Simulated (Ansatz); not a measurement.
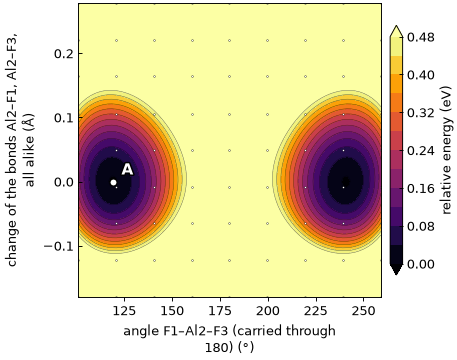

AlF2, SMILES [F][Al][F], spin multiplicity 2. The first coordinate is: angle F1–Al2–F3 (carried through 180); the second: change of the bonds Al2–F1, Al2–F3, all alike. Nothing is relaxed (all other coordinates rigid). Grid: 9 × 9 points; 45 points were computed and 36 follow by symmetry. Points are written as (first, second). Energies: eV, counted from the lowest grid point. The calculation used UKS r2SCAN0-D4/def2-TZVP (Ansatz).

Drawn: filled contours, dots at the grid points, one colour for all values above the top of the scale, the well A. Between grid points the surface is interpolated.

**Where is the minimum, and how stiff is the well along each coordinate? Take the well at A.**

The interpolated minimum is at the first coordinate ≈ 119.3°, the second coordinate ≈ 0.000 Å. The curvatures there are about 3.1 eV/rad² and 62 eV/Å², with a cross term of about 0.6 eV/(rad·Å). Round the minimum the two coordinates are nearly uncoupled.
